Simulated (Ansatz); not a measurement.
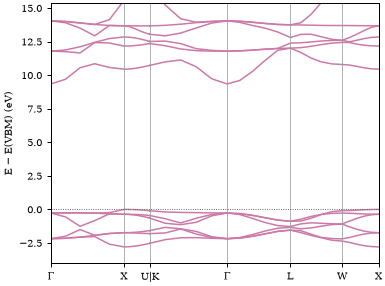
Figure. Band structure from the program Ansatz at the HSE06 level (PAW)

Q: Read off the gap and where the band edges lie.

A: About 9.3 eV (9.34 eV among the points solved); maximum at X, minimum at Γ.

The material is CaF$_{2}$ (fluorite, Fm-3m).

The cell was relaxed with HSE06 under the symmetry of its start. The hybrid was solved on a coarse mesh, the path and, where they were found, the r²SCAN edge points; its band edges are the extreme levels among these.

Potentials: the earlier of the program's two PAW sets.
